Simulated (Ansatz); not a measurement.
Ir (fcc, Cu type)

```yaml
crystal:
  lattice:
    - [0.00000, 1.93542, 1.93542]
    - [1.93542, 0.00000, 1.93542]
    - [1.93542, 1.93542, 0.00000]
  atoms:
    - { symbol: Ir, position: [0.00000, 0.00000, 0.00000] }
```

This relaxed cell (volume V₀) is scaled evenly in all directions, its shape held. Symmetry pins the atoms to their sites.

Method: PBE (plane waves to 420 eV, PAW, scalar-relativistic; Ansatz, a first-principles code). k mesh 22×22×22 (Γ-centred), Fermi-Dirac smearing 0.05 eV. Energies are smeared free energies. Ir is run without spin polarisation. Ir was relaxed with its symmetry unable to fall. Spin-orbit coupling is left out, though Ir is heavy. ΔE is measured from the relaxed starting cell.

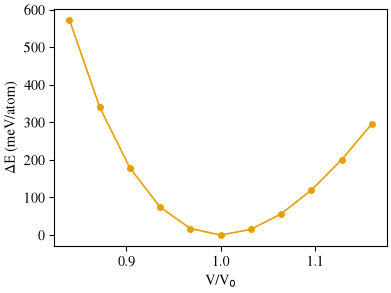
*ΔE (meV/atom) against V/V₀; markers are the computed points, lines only join them.*

Problem. What is ΔE at V/V₀ = 0.840?

Solution. About 570 meV/atom.

Problem. What is ΔE at V/V₀ = 1.160?

Solution. About 300 meV/atom.

Problem. What bulk modulus B₀ follows from a third-order Birch-Murnaghan fit?

Solution. About 350 GPa.

(Under strain, the slope of the energy per volume gives the stress and its curvature an elastic modulus.)
